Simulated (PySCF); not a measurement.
**NOF (nitrosyl fluoride): SVWN5/def2-TZVPP**

What is the vertical ionisation energy of NOF (nitrosyl fluoride) at SVWN5/def2-TZVPP? The job is set up through a Python script.

Program for the calculation: PySCF 2.14.0.

1 further run of the same task is left out (set aside as unsound or not needed).

## 1. Starting point

NOF has 3 atoms, charge 0, and is taken as a singlet. SMILES: `O=NF`. The coordinates come from a PBE0-D4/def2-TZVP relaxation.

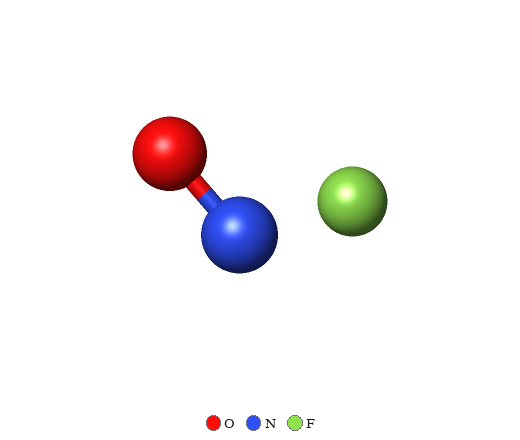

Viewed from a chosen angle; oxygen red, nitrogen blue, fluorine green.

## 2. A single-point energy at SVWN5/def2-TZVPP

input.py

```python
from pyscf import gto, dft

system = gto.M(
    atom=[
    ('O', (0.868350, 0.242970, 0.504740)),
    ('N', (0.148930, -0.482540, 0.029910)),
    ('F', (-1.017290, 0.239580, -0.534650)),
],
    charge=0,
    max_memory=1860,
    verbose=3,
    basis='def2-tzvpp',
)

mf = dft.RKS(system)
mf.xc = 'svwn'
mf.grids.level = 5
mf.conv_tol = 1e-10
mf.kernel()
if not mf.converged:
    mf = mf.newton().run(mf.mo_coeff, mf.mo_occ)

energy = mf.e_tot
print(f'total energy: {energy:.8f} hartree')
```

Run with:

```
$ OMP_NUM_THREADS=1 python input.py
```

The log of the run:

```text
converged SCF energy = -228.240064311728
total energy: -228.24006431 hartree
```

Wall time 5.7 s (1 thread of Arm Neoverse V2, shared host); peak memory 0.29 GiB.

## 3. The doublet cation, same level

calc.py

```python
from pyscf import gto, dft

mol = gto.M(
    atom='''
O      0.868350     0.242970     0.504740
N      0.148930    -0.482540     0.029910
F     -1.017290     0.239580    -0.534650
''',
    charge=1,
    spin=1,
    max_memory=1860,
    verbose=3,
    basis='def2-tzvpp',
)

ks = dft.UKS(mol, xc='svwn')
ks.grids.level = 5
ks.conv_tol = 1e-10
ks.kernel()
if not ks.converged:
    ks = ks.newton().run(ks.mo_coeff, ks.mo_occ)

energy = ks.e_tot
print(f'total energy: {energy:.8f} hartree')
```

Run with:

```
$ OMP_NUM_THREADS=1 python calc.py
```

The log of the run:

```text
converged SCF energy = -227.756892581855  <S^2> = 0.75225591  2S+1 = 2.0022546
total energy: -227.75689258 hartree
```

Run time: 11 s. Hardware: 1 thread of Arm Neoverse V2, shared host; peak memory 0.29 GiB.

## 4. Outcome

Level: SVWN5/def2-TZVPP.

```
                                          quantity          value
                         singlet NOF: total energy  -228.24006 Eh
                        singlet NOF: dipole moment         1.27 D
                          singlet NOF: HOMO energy       -8.32 eV
                          singlet NOF: LUMO energy       -4.78 eV
                        singlet NOF: HOMO–LUMO gap        3.55 eV
                      doublet cation: total energy  -227.75689 Eh
doublet cation: HOMO energy (highest over α and β)      -19.19 eV
 doublet cation: LUMO energy (lowest over α and β)      -18.06 eV
                              doublet cation: ⟨S²⟩          0.752
vertical ionisation energy (to the doublet cation)      13.148 eV
```

What this shows: The vertical ionisation energy comes to 13.15 eV (1269 kJ/mol). The negative HOMO energy of the first species, 8.32 eV, lies 4.82 eV below that difference.
